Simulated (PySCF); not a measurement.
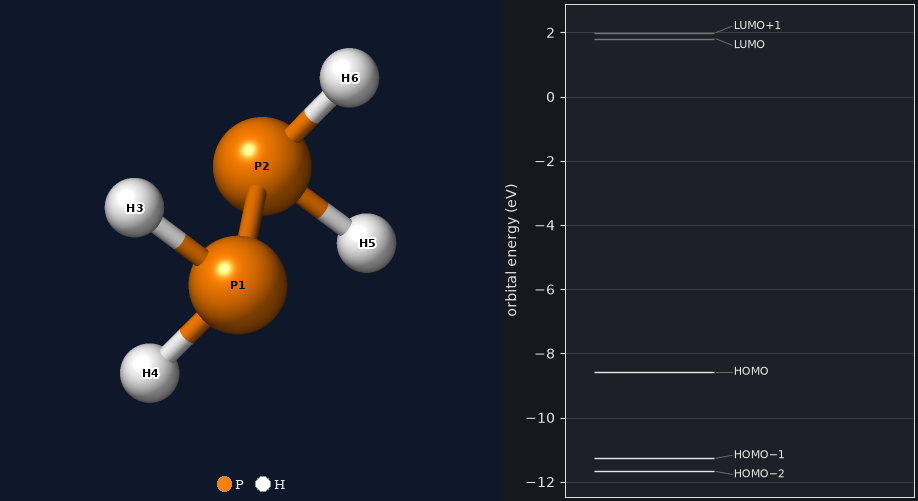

P₂H₄, SMILES PP. Kohn-Sham orbital energies near the frontier, ωB97X-D/def2-SVPD with PySCF, at a GFN2-xTB geometry (no frequency check), isolated molecule; empty levels in grey, levels within 0.03 eV side by side.

Where do the frontier orbitals lie?

Answer. HOMO at −8.58 eV, LUMO at 1.80 eV, 10.38 eV apart.

List the levels with the atoms that carry most of them (a dash for levels above zero or within 0.03 eV of another, where shares mean little).

Answer.
```csv
orbital,energy (eV),Löwdin shares
LUMO+1,2.00,–
LUMO,1.80,–
HOMO,−8.58,"P1/P2 42 % each, H4/H5 4 % each"
HOMO−1,−11.27,"P2/P1 40 % each, H6/H3 5 % each"
HOMO−2,−11.68,"P1/P2 35 % each, H4/H5 8 % each"
```

Note: the tight-binding geometry is rougher than a DFT one and adds to the error; empty levels above zero depend strongly on the basis.
